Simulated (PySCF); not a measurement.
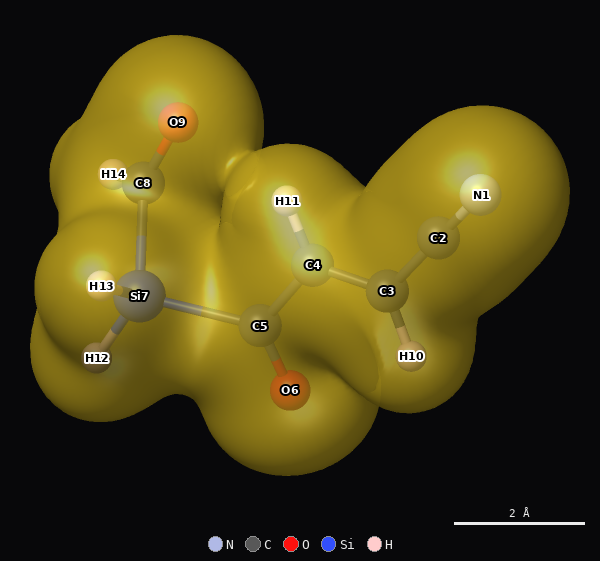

C$_{5}$H$_{5}$NO$_{2}$Si (SMILES N#C/C=C/C(=O)[SiH2]C=O). Isosurface of the electron density at 0.05 e/Å³ (yellow), seen at a tilt.

Geometry: GFN2-xTB.

All numbers below come from PySCF, PBE0/pcSseg-1, SCF density, gas phase, non-relativistic.

Input file:

```
{"job": {"kind": "nmr", "xc": "PBE0", "basis": "pcSseg-1"}, "charge": 0, "multiplicity": 1}
N      3.859387     1.591868    -1.216579
C      3.119968     0.817202    -0.806006
C      2.222039    -0.138641    -0.300331
C      0.902947     0.071752    -0.196645
C      0.023527    -0.950761     0.397495
O      0.342239    -2.119369     0.480538
Si    -1.686060    -0.335130     1.049123
C     -2.499398     0.451373    -0.511256
O     -1.991231     1.368740    -1.103333
H      2.649862    -1.081939     0.020906
H      0.445810     1.002463    -0.502928
H     -2.483529    -1.452383     1.535744
H     -1.446366     0.740588     2.008706
H     -3.459873     0.033764    -0.877601
```

Run with:

```sh
OMP_NUM_THREADS=1 python probes_run.py task.json out
```

**What does this surface tell about the bonding?**

At this value the surface is in one piece. It bridges the sampled C–N (1.15 Å), C–O (1.20 Å), C–C (1.34 Å) and C–Si (1.93 Å) contacts, where the density stays above the isovalue. On the grid the lowest density along these lines, outside the cores, is 3.3 e/Å³ (C–N, 1.15 Å), 2.9 e/Å³ (C–O, 1.20 Å), 2.3 e/Å³ (C–C, 1.34 Å) and 0.76 e/Å³ (C–Si, 1.93 Å).
